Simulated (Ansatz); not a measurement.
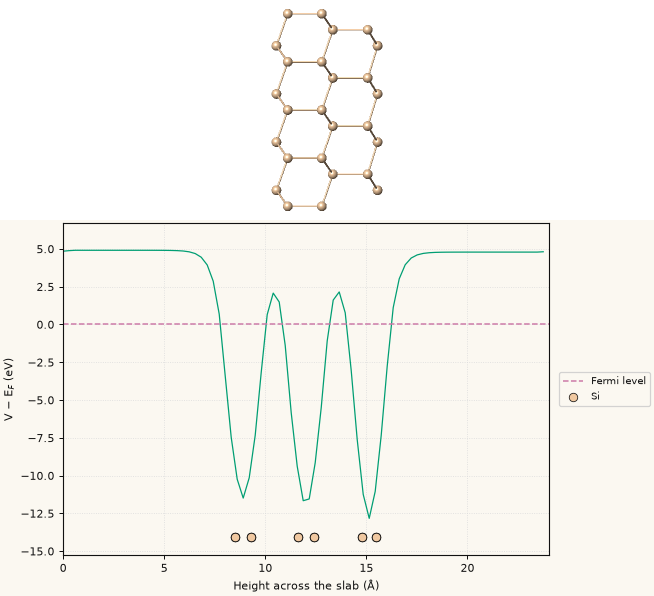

Plane-averaged electrostatic potential energy of an electron across the slab; circles at the bottom mark the heights of the atoms (positions after relaxation). The structure is drawn too.

System: a (111) slab cut from Si (Fd-3m), 24 atoms in the cell. Starting structure of the relaxation:

```yaml
crystal:
  lattice:
    - [7.66719, 0.00000, 0.00000]
    - [-3.83359, 6.63998, 0.00000]
    - [0.00000, 0.00000, 24.04276]
  atoms:
    - { symbol: Si, position: [0.66667, 0.33333, 0.35354] }
    - { symbol: Si, position: [0.66667, 0.83333, 0.35354] }
    - { symbol: Si, position: [0.16667, 0.33333, 0.35354] }
    - { symbol: Si, position: [0.16667, 0.83333, 0.35354] }
    - { symbol: Si, position: [0.50000, 0.50000, 0.38608] }
    - { symbol: Si, position: [0.50000, 0.00000, 0.38608] }
    - { symbol: Si, position: [0.00000, 0.50000, 0.38608] }
    - { symbol: Si, position: [0.00000, 0.00000, 0.38608] }
    - { symbol: Si, position: [0.00000, 0.50000, 0.48373] }
    - { symbol: Si, position: [0.00000, 0.00000, 0.48373] }
    - { symbol: Si, position: [0.50000, 0.50000, 0.48373] }
    - { symbol: Si, position: [0.50000, 0.00000, 0.48373] }
    - { symbol: Si, position: [0.83333, 0.66667, 0.51627] }
    - { symbol: Si, position: [0.83333, 0.16667, 0.51627] }
    - { symbol: Si, position: [0.33333, 0.66667, 0.51627] }
    - { symbol: Si, position: [0.33333, 0.16667, 0.51627] }
    - { symbol: Si, position: [0.33333, 0.66667, 0.61392] }
    - { symbol: Si, position: [0.33333, 0.16667, 0.61392] }
    - { symbol: Si, position: [0.83333, 0.66667, 0.61392] }
    - { symbol: Si, position: [0.83333, 0.16667, 0.61392] }
    - { symbol: Si, position: [0.16667, 0.83333, 0.64646] }
    - { symbol: Si, position: [0.16667, 0.33333, 0.64646] }
    - { symbol: Si, position: [0.66667, 0.83333, 0.64646] }
    - { symbol: Si, position: [0.66667, 0.33333, 0.64646] }
```

Computed with Ansatz 0.2.0: DFT PBE+D3(BJ), scalar-relativistic, plane waves, PAW, no spin polarisation, 6×6×1 k mesh, 420 eV cutoff.

What is the work function?

The work function is 4.79 eV at the right face and 4.91 eV at the left.

Do the two faces differ, and what does that say about the slab's dipole?

The vacuum levels differ by 0.12 eV, so the slab carries a dipole along its normal. Some atoms were held fixed in the relaxation, which can itself make the faces differ.
